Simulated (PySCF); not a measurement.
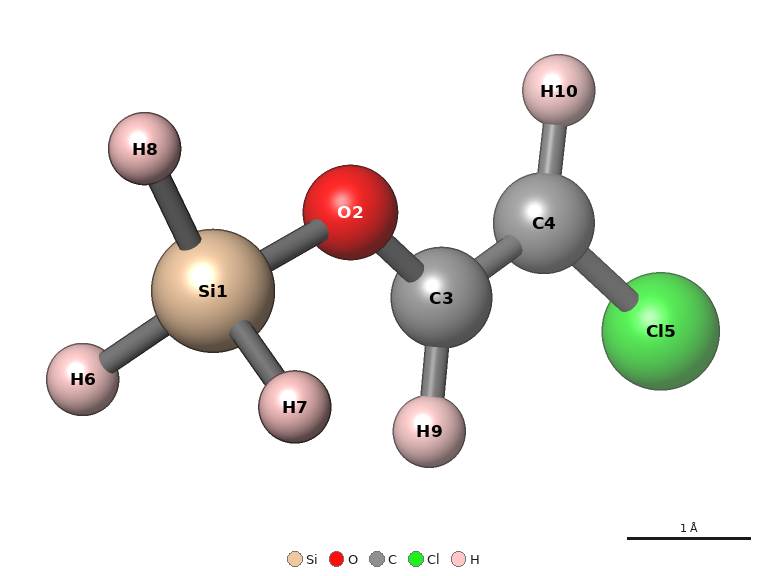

Orthographic view. Atoms fade into the background with distance from the viewer. The geometry was computed by an optimisation with PBE0-D3(BJ)/def2-SVP. No frequency run is at hand to confirm it as a minimum.

Give the geometry as a Z-matrix, atoms in numerical order, with these reference atoms: 2 to 1; 3 to 2, 1; 4 to 3, 2, 1; 5 to 4, 3, 2; 6 to 1, 2, 3; 7 to 1, 6, 2; 8 to 1, 7, 6; 9 to 3, 4, 5; 10 to 4, 3, 9.

```
Si 
O    1   1.681
C    2   1.347   1   126.0
C    3   1.336   2   121.4   1   177.8
Cl   4   1.723   3   121.7   2   180.0
H    1   1.493   2   110.0   3   -59.4
H    1   1.493   6   109.1   2  -120.9
H    1   1.484   7   111.1   6   122.7
H    3   1.098   4   120.5   5     0.0
H    4   1.091   3   122.4   9   179.9
```
